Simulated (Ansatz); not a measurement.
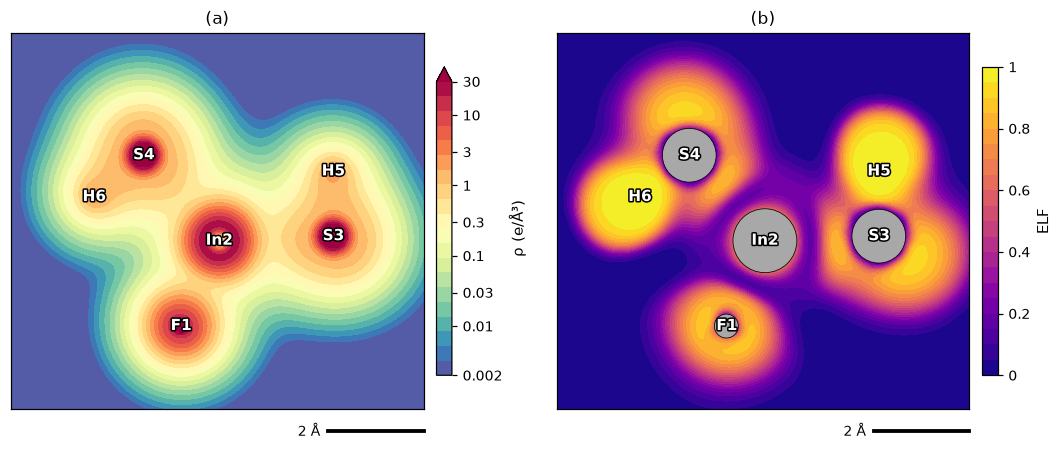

Figure 1: FH2InS2 (SMILES [F][In]([SH])[SH]). (a) electron density; (b) ELF on the molecular plane. Grey discs cover the atomic cores in the ELF map.

Geometry: PBE0-D4/def2-SVP; core potentials replace the inner electrons of In.

Method: isolated molecule in a Gaussian basis; Kohn-Sham density functional theory, functional PBE0 (Ansatz).

```xyz
6

F    -0.2547   -0.5822   -3.0014
In   -1.0677    0.6154   -1.6844
S    -3.3495    0.2077   -1.1361
S     0.4054    2.2974   -0.8535
H    -3.3821    1.2395   -0.2619
H     1.4157    1.8406   -1.6291
```

Q: Describe what can be read from this map.

A: The section cuts through F, In, S and H sites.
In–F (1.96 Å): ρ at the midpoint is about 0.77 e/Å³; the ELF peaks at about 0.80 in the valence shell of F, 0.5 Å from its nucleus, and drops to about 0.15 between the two atoms.
In–S (2.38 Å): ρ at the midpoint is about 0.58 e/Å³; the ELF peaks at about 0.85 in the valence shell of S, 0.9 Å from its nucleus, and drops to about 0.20 between the two atoms.
S–H (1.35 Å): ρ is about 1.5 e/Å³ halfway; the ELF climbs to about 1 towards the hydrogen, as it does in any bond to H.
The ELF also peaks beside F1, S3 and S4, away from the bonds: lone-pair regions.
